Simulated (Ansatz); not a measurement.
**[OF2]+ (SMILES F[O+]F) at UCCSDTQ/STO-3G**

What is the vertical doublet–quartet gap of [OF2]+ at UCCSDTQ/STO-3G? 

The calculation is run with Ansatz 0.2.0.

16 further runs of the same task are left out: 13 that didn't finish, 3 set aside as unsound or not needed.

### Step 1. The structure to begin with

[OF2]+ has 3 atoms, charge +1, and is taken as a doublet. As SMILES, `F[O+]F`. The coordinates come from a GFN2-xTB relaxation.

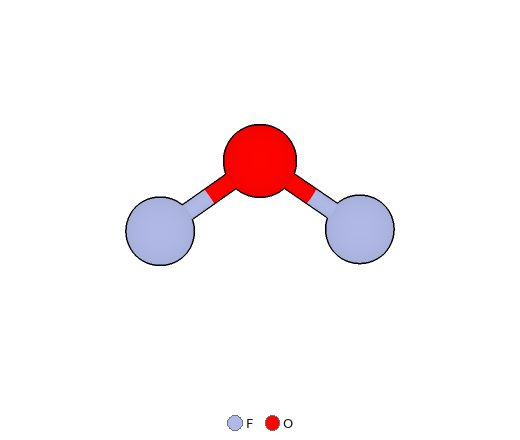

Viewed from a chosen angle; fluorine light blue, oxygen red.

### Step 2. A single-point energy at UCCSDTQ/STO-3G

File run.yaml:

```yaml
crystal:
  periodic: [false, false, false]
  atoms:
    - {symbol: F, position_ang: [0.928320, -0.299370, 0.478940]}
    - {symbol: O, position_ang: [0.000600, 0.484920, 0.053430]}
    - {symbol: F, position_ang: [-0.928920, -0.185540, -0.532380]}
basis:
  gaussian:
    orbitals: STO-3G
total_charge: 1
magnetization:
  spin_polarized: true
  initial_magnetization: 1
correlation:
  method: ccsdtq
  frozen_orbitals: {F: 1, O: 1}
accuracy: high
scf:
  omitted_lower_state_checks: [cluster_reference, increment]
```

Started as:

```sh
$ ansatz run run.yaml --threads 1 --pin off --max-ram 2610MiB --events-out events.jsonl --progress --plain --runs-dir runs
```

Standard output, shortened:

```text
Warning: RAYON_NUM_THREADS=1 ignored (pool sized by the plan → 1); use --threads N
Functional definition: HF
  name "HF"
[...]
250 factors; integrals over basis functions are off by at most 3.9e-8 eV
[...]
mean field -7331.64741778 eV, -269.4330730342 hartree, gradient 2.3e-8 eV, S^2 0.769504; 3 other end points of the search recorded, 0 dependent functions left out
3 core orbitals not correlated: weight in the atoms' cores, before any rotation towards them, 1.000 or more for the frozen orbitals, at most 0.000 for the correlated occupied ones
reference -7331.64741778 eV, -269.4330730342 hartree; 10, 9 occupied and 2, 3 virtual orbitals, 250 factors
second order -2.76534069 eV of doubles, -0.00000000 eV of singles
cycle   1  -3.30445778 eV  change   -5.4e-1 eV  update   9.8e-2
[...]
cycle  33  -4.22259798 eV  change   -1.2e-9 eV  update   1.5e-9
Total energy: -7335.87001576 eV, -269.5882506479 hartree
Checks for a lower state left out: cluster_reference, increment
```

It took 87 s on 1 thread of Arm Neoverse V1, shared host; peak memory 0.56 GiB.

### Step 3. The quartet, same level

Edit run.yaml of step 2 so:

```diff
@@ -12,3 +12,3 @@
   spin_polarized: true
-  initial_magnetization: 1
+  initial_magnetization: 3
 correlation:
```

Started as:

```sh
$ ansatz run run.yaml --threads 1 --pin off --max-ram 2610MiB --events-out events.jsonl --progress --plain --runs-dir runs
```

Standard output, shortened:

```text
Warning: RAYON_NUM_THREADS=1 ignored (pool sized by the plan → 1); use --threads N
[... 2 set-up lines as earlier in the session ...]
[...]
250 factors; integrals over basis functions are off by at most 3.9e-8 eV
[...]
mean field -7325.92422646 eV, -269.2227496327 hartree, gradient 5.5e-8 eV, S^2 3.756060; 10 other end points of the search recorded, 0 dependent functions left out
3 core orbitals not correlated: weight in the atoms' cores, before any rotation towards them, 1.000 or more for the frozen orbitals, at most 0.000 for the correlated occupied ones
reference -7325.92422646 eV, -269.2227496327 hartree; 11, 8 occupied and 1, 4 virtual orbitals, 250 factors
second order -1.53546308 eV of doubles, -0.00000000 eV of singles
cycle   1  -1.90581521 eV  change   -3.7e-1 eV  update   7.5e-2
[...]
cycle  73  -2.77327319 eV  change   4.5e-10 eV  update  5.0e-10
WARN: these amplitudes may be one of several solutions (largest doubles amplitude 0.63, level shift 0.00 eV)
Total energy: -7328.69749965 eV, -269.3246655426 hartree
Checks for a lower state left out: cluster_reference, increment
```

Run time: 77 s. Hardware: 1 thread of Arm Neoverse V1, shared host; peak memory 0.27 GiB.

### Step 4. What came out

At UCCSDTQ/STO-3G, 3 core orbitals frozen:

| quantity | value |
| --- | --- |
| doublet: total energy | -269.58825 Eh |
| doublet: correlation energy (3 core orbitals frozen) | -155.2 mEh |
| doublet: ⟨S²⟩ of the reference determinant | 0.770 |
| doublet: T1 diagnostic | 0.044 |
| quartet: total energy | -269.32467 Eh |
| quartet: correlation energy (3 core orbitals frozen) | -101.9 mEh |
| quartet: ⟨S²⟩ of the reference determinant | 3.756 |
| quartet: T1 diagnostic | 0.107 |
| vertical energy of the quartet above the doublet | 7.173 eV |

What this shows: At this shape the quartet lies 7.17 eV (692 kJ/mol) above the doublet. In a minimal basis such a difference can be off by several eV, whatever the method.
